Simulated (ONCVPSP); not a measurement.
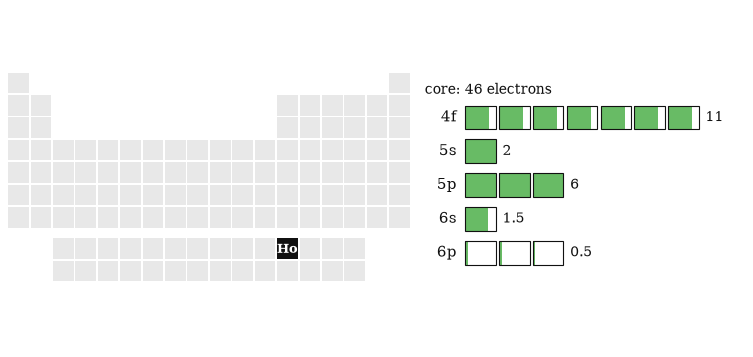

**Figure 1.** Left, the place of holmium in the periodic table; right, the valence shells of the reference configuration: a box for each of the 2l + 1 orbitals, shaded by the share of the shell that is filled, with the electron count at the right. The shells are those of the unaltered input.

Ho: pseudopotential generation

Holmium (Ho, Z = 67), core [Kr] 4d10, reference valence 4f11 5s2 5p6 6s1.5 6p0.5, valence charge 21. (This line and the method describe the unaltered input from which the odd one was made.) Computed at this level: ONCV potential, PBEsol, scalar-relativistic, made with ONCVPSP 4.0.1.

### The input
```
# ATOM AND REFERENCE CONFIGURATION
# atsym  z   nc   nv     iexc    psfile
  Ho 67.00    9    5  -116133      upf
#
#   n    l    f
    1    0    2.00
    2    0    2.00
    2    1    6.00
    3    0    2.00
    3    1    6.00
    3    2   10.00
    4    0    2.00
    4    1    6.00
    4    2   10.00
    4    3   11.00
    5    0    2.00
    5    1    6.00
    6    0    1.50
    6    1    0.50
#
# PSEUDOPOTENTIAL AND OPTIMIZATION
# lmax
    3
#
#   l,   rc,      ep,       ncon, nbas, qcut
    0    1.90    0.00    4    7    6.80
    1    2.60    0.00    4    8    5.10
    2    2.35    0.30    3    6    4.20
    3    1.35    0.00    4    8   10.90
#
# LOCAL POTENTIAL
# lloc, lpopt,  rc(5),   dvloc0
    4    1    1.00   -1.00
#
# VANDERBILT-KLEINMAN-BYLANDER PROJECTORs
# l, nproj, debl
    0    2    1.50
    1    2    2.10
    2    3    1.40
    3    1    3.90
#
# MODEL CORE CHARGE
# icmod, fcfact, rcfact
    0    0.00    0.00
#
# LOG DERIVATIVE ANALYSIS
# epsh1, epsh2, depsh
   -3.00    5.00    0.02
#
# OUTPUT GRID
# rlmax, drl
    6.00    0.50
#
# TEST CONFIGURATIONS
# ncnf
    4
# nvcnf
#   n    l    f
    5
    4    3   11.00
    5    0    2.00
    5    1    6.00
    6    0    2.00
    6    1    0.00
#
    5
    4    3   11.00
    5    0    2.00
    5    1    6.00
    6    0    1.00
    6    1    0.00
#
    5
    4    3   11.00
    5    0    2.00
    5    1    6.00
    6    0    0.00
    6    1    0.00
#
    5
    4    3   10.00
    5    0    2.00
    5    1    6.00
    6    0    2.00
    6    1    0.00
#
```

Hardware: 1 CPU thread, shared host.

Launched with:
```bash
oncvpsp.x < Ho.dat > Ho.out
```

### Log (extracts)
```
ONCVPSP  (Optimized Norm-Conservinng Vanderbilt PSeudopotential)
scalar-relativistic version 4.0.1

#   n    l    f        energy (Ha)
    1    0    2.00    -2.0388319E+03
    2    0    2.00    -3.4105975E+02
    2    1    6.00    -3.0217115E+02
    3    0    2.00    -7.6186364E+01
    3    1    6.00    -6.4305122E+01
    3    2   10.00    -4.9229556E+01
    4    0    2.00    -1.5060331E+01
    4    1    6.00    -1.1150487E+01
    4    2   10.00    -5.8719238E+00
    4    3   11.00    -1.4497623E-01
    5    0    2.00    -1.8817229E+00
    5    1    6.00    -9.8031073E-01
    6    0    1.50    -1.5572829E-01
    6    1    0.50    -5.4442756E-02

Reference configufation results
  iterations    39
  all-electron total energy (Ha)   -1.26121981D+04

Begin loop to  construct optimized pseudo wave functions
and semi-local pseudopoentials for all angular momenta

Calculating optimized projector #   1

 for l=   0

    Fraction of norm inside rc  0.915863
    Optimizing pswf for qcut=   6.80 a_B^-1,  ecut=  23.15 Ha
    Residual kinetic energy error=  1.04D-06 Ha

    Energy error per electron        Cutoff
         Ha          eV             Ha
         0.01000     0.27211       12.13
         0.00100     0.02721       15.75
         0.00010     0.00272       18.67
         0.00001     0.00027       20.95

Calculating optimized projector #   2

 for l=   0

    Fraction of norm inside rc  0.041265
    Optimizing pswf for qcut=   6.80 a_B^-1,  ecut=  23.15 Ha
    Residual kinetic energy error=  7.02D-07 Ha

    Energy error per electron        Cutoff
         Ha          eV             Ha
         0.01000     0.27211        8.51
         0.00100     0.02721       13.76
         0.00010     0.00272       17.54
         0.00001     0.00027       20.34

Calculating optimized projector #   1

 for l=   1

    Fraction of norm inside rc  0.957976
    Optimizing pswf for qcut=   5.10 a_B^-1,  ecut=  13.00 Ha
    Residual kinetic energy error=  2.80D-07 Ha

    Energy error per electron        Cutoff
         Ha          eV             Ha
         0.01000     0.27211        6.18
         0.00100     0.02721        8.20
         0.00010     0.00272        9.83
         0.00001     0.00027       11.08

Calculating optimized projector #   2

 for l=   1

    Fraction of norm inside rc  0.035550
    Optimizing pswf for qcut=   5.10 a_B^-1,  ecut=  13.00 Ha
    Residual kinetic energy error=  4.66D-08 Ha

    Energy error per electron        Cutoff
         Ha          eV             Ha
         0.01000     0.27211        3.63
         0.00100     0.02721        5.89
         0.00010     0.00272        7.73
         0.00001     0.00027        9.18

WARNING wellstate: moderately localized bound state found for n= 5 l=  2
WARNING scattering state with energy  0.05000000
WARNING will be used for the first projector

   Wellstate for l =  2  n =  6
     eigenvalue =   0.0500
     asymptotic potential =   0.5500
     half-point radius = 23.9055

   Wellstate for l =  2  n =  7
     eigenvalue =   1.4500
     asymptotic potential =   1.9500
     half-point radius =  4.9761

   Wellstate for l =  2  n =  8
     eigenvalue =   2.8500
     asymptotic potential =   3.3500
     half-point radius =  4.7122

Calculating optimized projector #   1

 for l=   2

    Fraction of norm inside rc  0.072786
    Optimizing pswf for qcut=   4.21 a_B^-1,  ecut=   8.85 Ha
    Residual kinetic energy error=  5.18D-05 Ha

    Energy error per electron        Cutoff
         Ha          eV             Ha
         0.01000     0.27211        3.99
         0.00100     0.02721        6.36
         0.00010     0.00272        8.44
         0.00001     0.00027       19.51

Calculating optimized projector #   2

 for l=   2

    Fraction of norm inside rc  0.133343
    Optimizing pswf for qcut=   4.21 a_B^-1,  ecut=   8.85 Ha
    Residual kinetic energy error=  1.66D-03 Ha

    Energy error per electron        Cutoff
         Ha          eV             Ha
         0.01000     0.27211        7.09
         0.00100     0.02721        9.27
         0.00010     0.00272       15.89
         0.00001     0.00027       27.62

Calculating optimized projector #   3

 for l=   2

    Fraction of norm inside rc  0.141241
    Optimizing pswf for qcut=   4.21 a_B^-1,  ecut=   8.85 Ha
    Residual kinetic energy error=  6.30D-03 Ha

    Energy error per electron        Cutoff
         Ha          eV             Ha
         0.01000     0.27211        8.28
         0.00100     0.02721       11.10
         0.00010     0.00272       18.43
         0.00001     0.00027       40.49

Calculating optimized projector #   1

 for l=   3

    Fraction of norm inside rc  0.866027
    Optimizing pswf for qcut=  10.90 a_B^-1,  ecut=  59.40 Ha
    Residual kinetic energy error=  1.42D-03 Ha

    Energy error per electron        Cutoff
         Ha          eV             Ha
         0.01000     0.27211       52.91
         0.00100     0.02721       67.06
         0.00010     0.00272      151.38

Construct Vanderbilt / Kleinmman-Bylander projectors

B matrix Hermiticity error, ll=   0
   1   2    1.4680E-04

  Orthonormal projector coefficients  1.3465E+01  1.4961E+00

B matrix Hermiticity error, ll=   1
   1   2    4.2272E-05

  Orthonormal projector coefficients  7.7909E+00  5.4182E-01

B matrix Hermiticity error, ll=   2
   1   2    3.3884E-05
   1   3   -5.4372E-05
   2   3    8.0691E-05

  Orthonormal projector coefficients -3.8433E+01  3.4120E+00 -1.5747E+00

Pseudoatom total energy -160.559253

Diagnostic tests using Vanderbilt-Kleinman-Bylander pseudopotentials
  1 or more projectors used as specified by nproj input data

   l    rcore       rmatch      e in        delta e   norm test  slope test

   0   1.9023616   1.9601215  -1.8817229  -0.0000021   1.0001284   1.0001253
   0   1.9023616   1.9601215  -0.1557283   0.0000036   1.0000473   1.0000199

   1   2.6120775   2.6913858  -0.9803107   0.0000003   1.0000983   1.0000962
   1   2.6120775   2.6913858  -0.0544428   0.0000006   1.0000163   1.0000137

   2   2.3595022   2.4311418   0.0500000  -0.0000376   1.0000748   1.0000748
   2   2.3595022   2.4311418   1.4500000   0.0000395   1.0001553   1.0001553
   2   2.3595022   2.4311418   2.8500000   0.0000280   1.0003161   1.0003161

   3   1.3527208   1.3937924  -0.1449762   0.0000024   1.0000093   1.0000027

 Testing for bound ghosts
   n   l    E NL Schr. Eq   E Basis Diag.   E Cutoff

   1   0       -1.881725       -1.881720     52.48
       0                       -0.358850     52.48  WARNING - GHOST(-)
   2   0       -0.155725       -0.091759     52.48

   2   1       -0.980310       -0.980301     44.67
   3   1       -0.054442       -0.018790     44.67

       2                      -30.351460     46.34  WARNING - GHOST(-)
   3   2       -0.058794       -0.047782     46.34

   4   3       -0.144974       -0.142992    162.07

 Testing for highly-localized positive-energy ghosts
       l    <radius>/rc     E Basis Diag.   E Cutoff

       1        0.909638        3.528467     44.67  WARNING - GHOST(+)

Test configuration 0

   n   l     f        eae           eps        diff
   1   0  2.0000-2038.83189120
   2   0  2.0000 -341.05974572
   2   1  6.0000 -302.17114570
   3   0  2.0000  -76.18636437
   3   1  6.0000  -64.30512151
   3   2 10.0000  -49.22955607
   4   0  2.0000  -15.06033107
   4   1  6.0000  -11.15048725
   4   2 10.0000   -5.87192381
   4   3 11.0000   -0.14497623   -0.14497380    2.43D-06
   5   0  2.0000   -1.88172293   -1.88172502   -2.09D-06
   5   1  6.0000   -0.98031073   -0.98031046    2.69D-07
   6   0  1.5000   -0.15572829   -0.15572469    3.60D-06
   6   1  0.5000   -0.05444276   -0.05444218    5.77D-07

    Total energies and differences
      AE_ref= -1.26121981D+04  AE_tst= -1.26121981D+04  dif=  0.00D+00
      PS_ref= -1.60559253D+02  PS_tst= -1.60559253D+02  dif= -2.65D-10
      PSP excitation error=  2.65D-10

Test configuration 1

   n   l     f        eae           eps        diff
   1   0  2.0000-2038.80403503
   2   0  2.0000 -341.03214247
   2   1  6.0000 -302.14351734
   3   0  2.0000  -76.15911824
   3   1  6.0000  -64.27786942
   3   2 10.0000  -49.20226598
   4   0  2.0000  -15.03288022
   4   1  6.0000  -11.12297177
   4   2 10.0000   -5.84431342
   4   3 11.0000   -0.11716342   -0.11708617    7.72D-05
   5   0  2.0000   -1.85287174   -1.85302092   -1.49D-04
   5   1  6.0000   -0.95171319   -0.95185749   -1.44D-04
   6   0  2.0000   -0.13988634   -0.13989518   -8.84D-06

    Total energies and differences
      AE_ref= -1.26121981D+04  AE_tst= -1.26122482D+04  dif= -5.01D-02
      PS_ref= -1.60559253D+02  PS_tst= -1.60609176D+02  dif= -4.99D-02
      PSP excitation error= -2.10D-04

Test configuration 2

   n   l     f        eae           eps        diff
   1   0  2.0000-2039.04438401
   2   0  2.0000 -341.27146342
   2   1  6.0000 -302.38297430
   3   0  2.0000  -76.39710232
   3   1  6.0000  -64.51588035
   3   2 10.0000  -49.44040115
   4   0  2.0000  -15.27140139
   4   1  6.0000  -11.36169726
   4   2 10.0000   -6.08333050
   4   3 11.0000   -0.35670689   -0.35701864   -3.12D-04
   5   0  2.0000   -2.09512120   -2.09486065    2.61D-04
   5   1  6.0000   -1.19339081   -1.19315014    2.41D-04
   6   0  1.0000   -0.32856228   -0.32851915    4.31D-05

    Total energies and differences
      AE_ref= -1.26121981D+04  AE_tst= -1.26120151D+04  dif=  1.83D-01
      PS_ref= -1.60559253D+02  PS_tst= -1.60376714D+02  dif=  1.83D-01
      PSP excitation error=  4.21D-04

Test configuration 3

   n   l     f        eae           eps        diff
   1   0  2.0000-2039.32577352
   2   0  2.0000 -341.55095670
   2   1  6.0000 -302.66266792
   3   0  2.0000  -76.67443656
   3   1  6.0000  -64.79325379
   3   2 10.0000  -49.71797017
   4   0  2.0000  -15.54956287
   4   1  6.0000  -11.64016557
   4   2 10.0000   -6.36222479
   4   3 11.0000   -0.63602049   -0.63703559   -1.02D-03
   5   0  2.0000   -2.37802620   -2.37723727    7.89D-04
   5   1  6.0000   -1.47415241   -1.47339842    7.54D-04

    Total energies and differences
      AE_ref= -1.26121981D+04  AE_tst= -1.26115851D+04  dif=  6.13D-01
      PS_ref= -1.60559253D+02  PS_tst= -1.59946788D+02  dif=  6.12D-01
      PSP excitation error=  4.72D-04

Test configuration 4

   n   l     f        eae           eps        diff
   1   0  2.0000-2039.36868022
   2   0  2.0000 -341.61716116
   2   1  6.0000 -302.72587026
   3   0  2.0000  -76.76961200
   3   1  6.0000  -64.88785409
   3   2 10.0000  -49.80995558
   4   0  2.0000  -15.63238674
   4   1  6.0000  -11.71767698
   4   2 10.0000   -6.43132645
   4   3 10.0000   -0.66887556   -0.65236680    1.65D-02
   5   0  2.0000   -2.32545017   -2.33098302   -5.53D-03
   5   1  6.0000   -1.38988101   -1.39617901   -6.30D-03
   6   0  2.0000   -0.38966870   -0.38993291   -2.64D-04

    Total energies and differences
      AE_ref= -1.26121981D+04  AE_tst= -1.26118655D+04  dif=  3.33D-01
      PS_ref= -1.60559253D+02  PS_tst= -1.60235556D+02  dif=  3.24D-01
      PSP excitation error=  8.87D-03
```

### What the run reported

- outcome: generated, with a ghost state
- ghost flags of the generator: 2 GHOST(-), 1 GHOST(+)
- largest excitation error printed: 240 meV
- wall time: 4.9 s

### What is odd here

The input is odd on purpose: drl set to 0.5 bohr. The program ran to the end. The all-electron atom is untouched: its total energy equals that from the unaltered input (−12612.1981 Ha). The pseudo-atom's energy and ghost flags in the reference configuration are also those from the unaltered input, so the oddity leaves no trace there. This setting only fixes the radial mesh on which the potential is written out. The unaltered input has a GHOST(-) flag too. The potential has a bound ghost state, so it can't be used as it stands. Warnings of the program, in the generation or the tests: wellstate: moderately localized bound state found for n= 5 l= 2.
